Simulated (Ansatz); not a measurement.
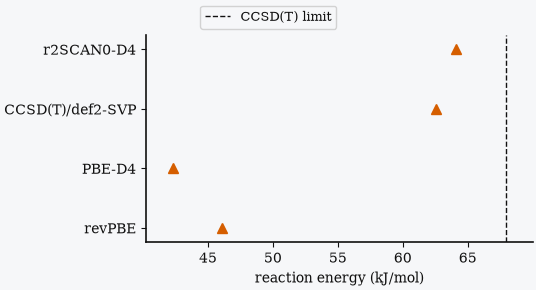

Electronic reaction energy of SiH₂SIF (F[SiH](S)I) + BH₃ (B) → BSiH₃IF (B[SiH](F)I) + H₂S (S) (SMILES in brackets) at several levels (functionals in def2-TZVPP unless a basis is named), isolated molecules at PBE0-D4 triple-zeta geometries, minima by their frequencies, no zero-point or thermal terms, the Ansatz code 0.2.0. The line is frozen-core CCSD(T) at the basis limit (MP2 extrapolated from triple and quadruple zeta, plus CCSD(T) less MP2 in a smaller set). No dispersion term is added to revPBE. The distance of CCSD(T)/def2-SVP to the limit includes basis error. Core potentials past Kr.

### Which level comes closest to the line (CCSD(T) limit), and which misses most?

Closest r2SCAN0-D4 (64.1 kJ/mol), against 67.9 kJ/mol; farthest PBE-D4 (42.3 kJ/mol).

### What range do the values span, the line included?

From 42.3 kJ/mol (PBE-D4) to 67.9 kJ/mol (CCSD(T) limit).

Note: outer-core shells are correlated without core-valence functions, which makes the correlated values less sure; spin-orbit coupling is left out, and with I it can shift these values.
